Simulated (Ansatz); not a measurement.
Start from SrTiO$_{3}$ in the cubic perovskite structure (space group Pm-3m, No. 221; a = 3.9075 Å).

Modification: a hydrostatic pressure of 3 GPa.

The values are results of Ansatz (a quantum-chemistry and plane-wave program) r2SCAN, scalar-relativistic without spin-orbit coupling, earlier PAW set, not measurements.

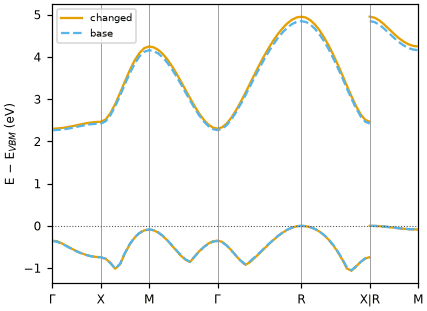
Fig. 1. Highest valence and lowest conduction band along the path, each from its own valence-band maximum

The gap is 2.30 eV, indirect, R → Γ; the base has 2.27 eV.

Load acts through the strain it causes; cell and atoms are relaxed under it. Stability against distortions was not tested. All final runs are without spin polarisation. Many cubic perovskites are stable only at high temperature; tilts and polar distortions were not tested.
